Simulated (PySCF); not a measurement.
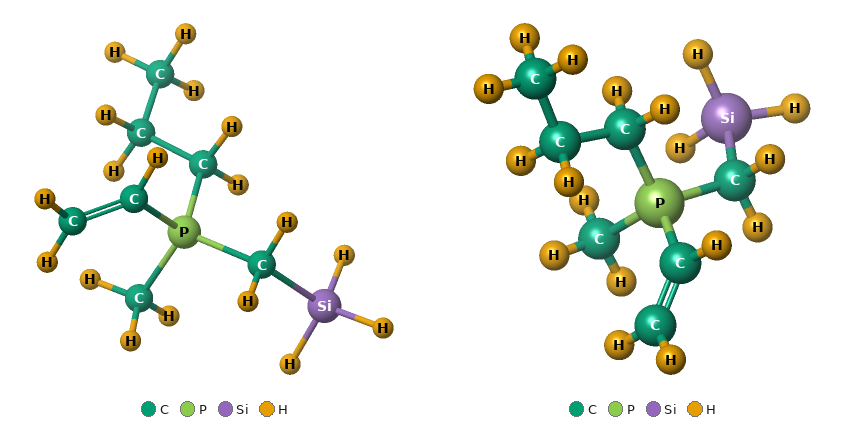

The same structure drawn twice, from different directions.

State: charge +1, singlet. Computed geometry: PBE0-D3(BJ)/def2-SVP optimisation. No frequency run is at hand to confirm it as a minimum.

Which formula does it have?

C₇H₁₈PSi⁺, 27 atoms: 7 carbon, 18 hydrogen, 1 phosphorus and 1 silicon.

Which point group does it belong to?

C1.

More results for the same structure follow; atom numbers are the same in all pictures, views and colours differ.

**Geometry**

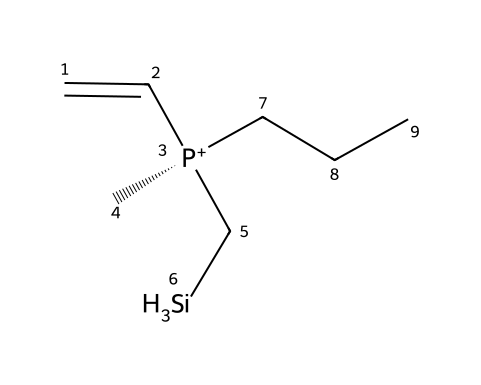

A structural formula, with wedges where it has stereocentres; small numbers name the atoms. The configuration is that of a computed structure (PBE0-D3(BJ)/def2-SVP).

Assign CIP descriptors.

P3: R.

**NMR shielding**

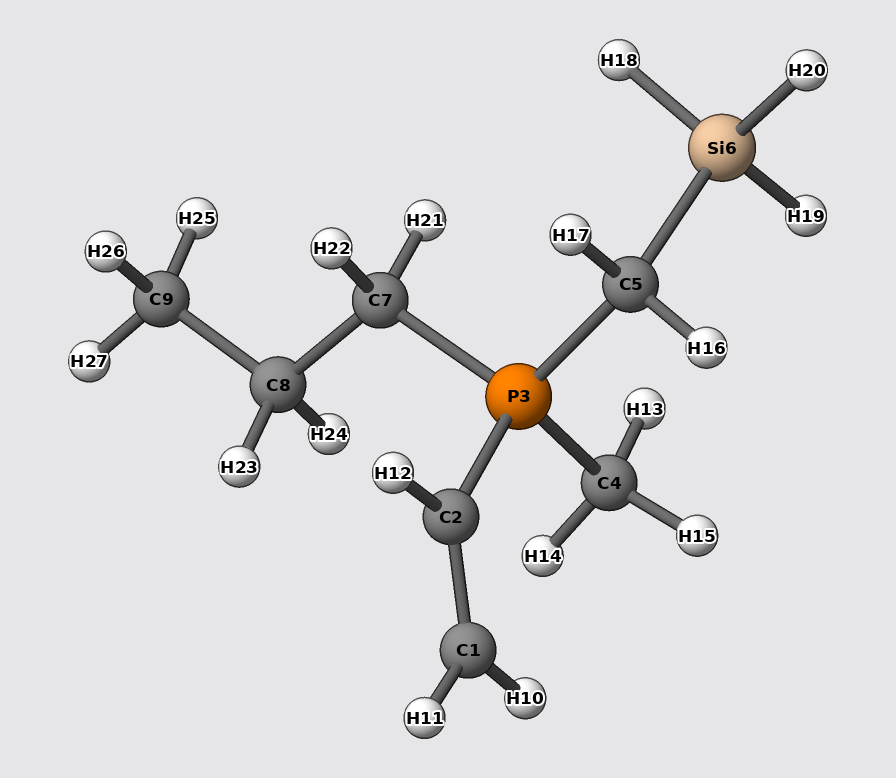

The questions are on isotropic NMR shieldings of the H atoms. No frequency run is at hand to confirm it as a minimum. Level of theory: GIAO PBE0/pcSseg-1 NMR shielding, non-relativistic, gas phase (PySCF 2.14.0).

Which H atom is the most shielded (lowest chemical shift)?

H26 (30.10 ppm).

Which H atom is the least shielded (highest chemical shift)?

H11 (24.08 ppm).

How wide is the range of H shifts?

6.02 ppm.

Give the isotropic NMR shieldings of the H atoms atom by atom.

```csv
atom,σ (ppm)
H10,24.57
H11,24.08
H12,25.14
H13,29.50
H14,29.37
H15,29.66
H16,30.08
H17,29.90
H18,27.06
H19,27.09
H20,26.76
H21,29.37
H22,29.70
H23,29.97
H24,30.09
H25,30.04
H26,30.10
H27,29.52
```

**Charges**

The questions are on Mulliken charges. No frequency run is at hand to confirm it as a minimum. Method: PBE0/pcSseg-1, gas phase (PySCF 2.14.0).

Which atom carries the highest charge (most positive or least negative)?

P3 (0.51 e).

And the lowest?

C5 (−0.69 e).

List the Mulliken charges.

```json
{"atom": "C1", "value (e)": "−0.07"}
{"atom": "C2", "value (e)": "−0.40"}
{"atom": "P3", "value (e)": "0.51"}
{"atom": "C4", "value (e)": "−0.45"}
{"atom": "C5", "value (e)": "−0.69"}
{"atom": "Si6", "value (e)": "0.49"}
{"atom": "C7", "value (e)": "−0.40"}
{"atom": "C8", "value (e)": "−0.30"}
{"atom": "C9", "value (e)": "−0.26"}
{"atom": "H10", "value (e)": "0.16"}
{"atom": "H11", "value (e)": "0.18"}
{"atom": "H12", "value (e)": "0.18"}
{"atom": "H13", "value (e)": "0.20"}
{"atom": "H14", "value (e)": "0.20"}
{"atom": "H15", "value (e)": "0.20"}
{"atom": "H16", "value (e)": "0.22"}
{"atom": "H17", "value (e)": "0.22"}
{"atom": "H18", "value (e)": "−0.04"}
{"atom": "H19", "value (e)": "−0.04"}
{"atom": "H20", "value (e)": "−0.01"}
{"atom": "H21", "value (e)": "0.19"}
{"atom": "H22", "value (e)": "0.19"}
{"atom": "H23", "value (e)": "0.15"}
{"atom": "H24", "value (e)": "0.15"}
{"atom": "H25", "value (e)": "0.13"}
{"atom": "H26", "value (e)": "0.13"}
{"atom": "H27", "value (e)": "0.15"}
```

**Electronic properties**

No frequency run is at hand to confirm it as a minimum. Properties computed with PBE0/pcSseg-1 in acetonitrile (IEF-PCM) (PySCF 2.14.0).

What is the HOMO–LUMO gap?

7.46 eV.

Give the HOMO energy (Kohn–Sham orbital) at this level.

−8.72 eV.

**Bond orders**

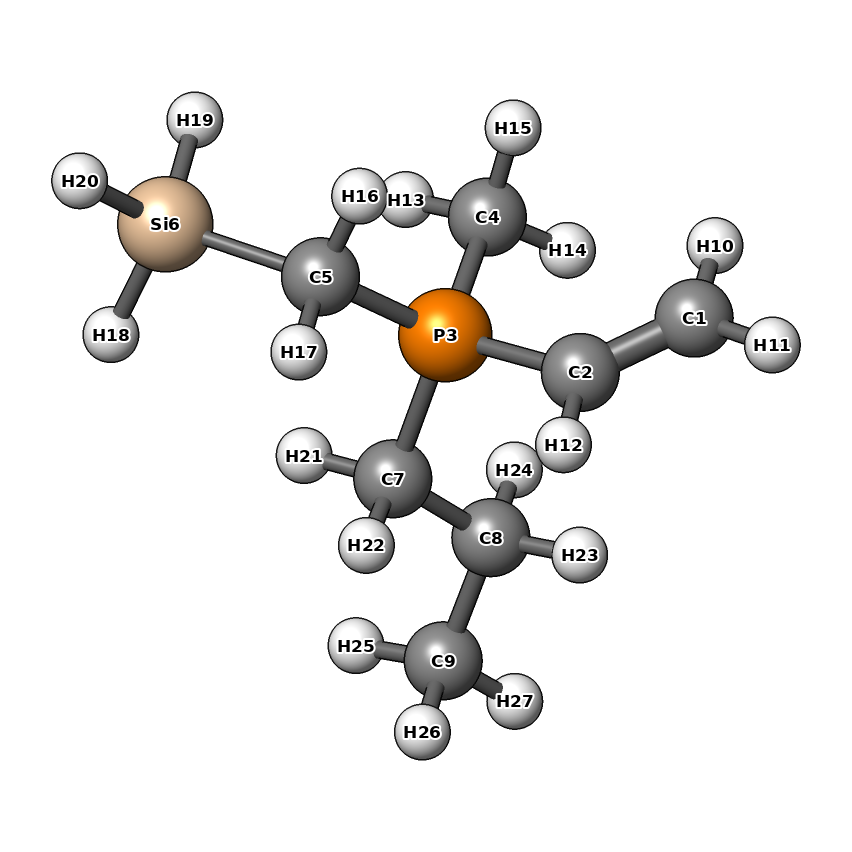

The thickness of each stick grows with its Mayer bond order. No frequency run is at hand to confirm it as a minimum. Level of theory: PBE0/pcSseg-1 (PySCF 2.14.0).

Which bond between heavy atoms has the highest Mayer bond order?

C1–C2, 1.93, at a length of 1.335 Å.

Which bond between heavy atoms has the lowest Mayer bond order?

C5–Si6, 0.80, at 1.918 Å.

List the Mayer bond orders of C1–C2, C2–P3, P3–C4, P3–C5, P3–C7, C5–Si6, C7–C8, C8–C9 (bonds between heavy atoms, one of each equivalent set).

```tsv
bond	Mayer order	length (Å)
C1–C2	1.93	1.335
C2–P3	0.99	1.790
P3–C4	1.08	1.799
P3–C5	1.07	1.798
P3–C7	1.00	1.811
C5–Si6	0.80	1.918
C7–C8	0.99	1.528
C8–C9	1.07	1.521
```

Mulliken values depend strongly on the basis set and can even reverse the polarity of a bond.
